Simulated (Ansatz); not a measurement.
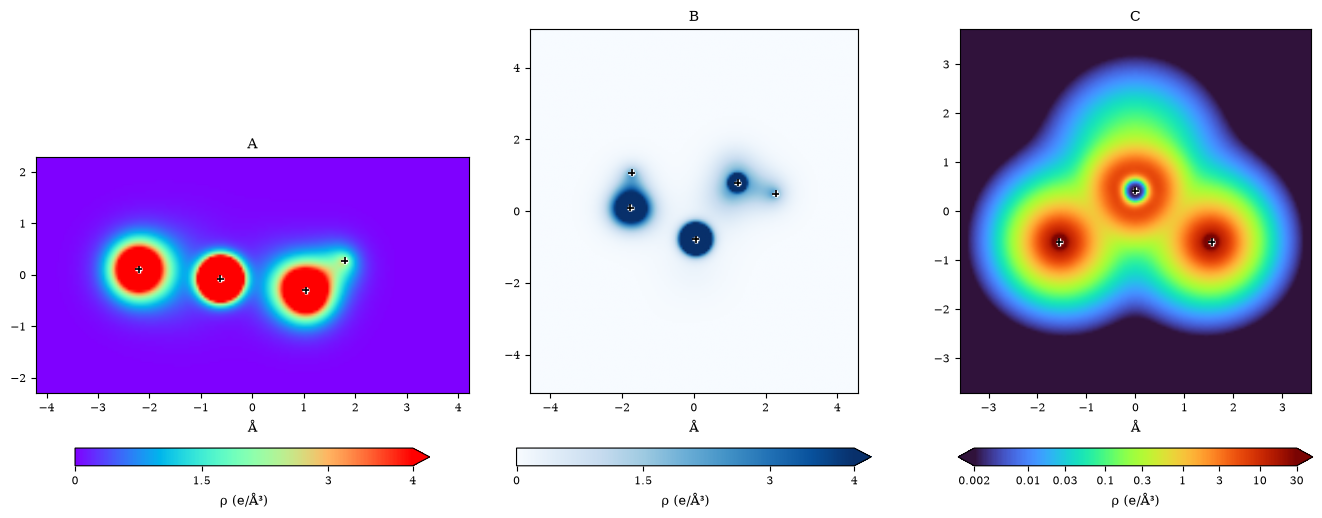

The electron density of 3 systems, each on a plane through atoms (crosses mark nuclei in the plane).

Computed with isolated molecule in a Gaussian basis; Kohn-Sham density functional theory, functional PBE0 in Ansatz.

System 1: C2H8AlClO, the plane of atoms C1, Al3 and O5. Geometry: PBE0-D4/def2-SVP.

```yaml
atoms:
  - { symbol: C, position_ang: [-1.7226, 0.0846, -0.5594] }
  - { symbol: C, position_ang: [1.2287, -1.5271, 0.2076] }
  - { symbol: Al, position_ang: [0.2256, 0.0540, -0.3394] }
  - { symbol: Cl, position_ang: [1.3055, 1.4116, -1.6679] }
  - { symbol: O, position_ang: [0.4612, 1.3984, 1.1570] }
  - { symbol: H, position_ang: [-2.2580, -0.3138, 0.3203] }
  - { symbol: H, position_ang: [-2.1210, 1.0913, -0.7715] }
  - { symbol: H, position_ang: [-2.0194, -0.5503, -1.4119] }
  - { symbol: H, position_ang: [2.2720, -1.2863, 0.4689] }
  - { symbol: H, position_ang: [0.7717, -2.0287, 1.0774] }
  - { symbol: H, position_ang: [1.2657, -2.2699, -0.6074] }
  - { symbol: H, position_ang: [-0.3645, 1.8134, 1.4424] }
  - { symbol: H, position_ang: [0.9755, 2.0879, 0.6988] }
```

System 2: F3OTa (SMILES [O]=[Ta]([F])([F])[F]), the plane of atoms F1, Ta5 and F2. Geometry: PBE0-D4/def2-SVP; core potentials replace the inner electrons of Ta.

```yaml
atoms:
  - { symbol: F, position_ang: [1.5961, -1.0211, -0.0316] }
  - { symbol: F, position_ang: [-1.1920, -0.5883, -1.3330] }
  - { symbol: F, position_ang: [-0.7850, -0.0172, 1.6936] }
  - { symbol: O, position_ang: [0.4249, 1.5836, -0.3657] }
  - { symbol: Ta, position_ang: [0.0059, -0.0306, -0.0047] }
```

System 3: AlHO2 (SMILES [O]=[Al][OH]), the molecular plane. Geometry: PBE0-D4/def2-SVP.

```xyz
4

Al    0.0053   -0.0460   -0.6168
O    -0.0073    0.0775   -2.2135
O     0.0205   -0.2067    1.0472
H    -0.0177    0.3993    1.7863
```

Question: Which map belongs to which system?

Answer: Panel A is system 3, AlHO2: the plane holds Al, O and H. Al–O (1.60 Å): the density is about 1.1 e/Å³ at the midpoint. Panel B is system 1, C2H8AlClO: the plane holds C, Al, O and H. C–Al (1.96 Å): ρ at the midpoint is about 0.72 e/Å³. Panel C is system 2, F3OTa: the plane holds F and Ta. Ta–F (1.87 Å): ρ is about 1 e/Å³ halfway.
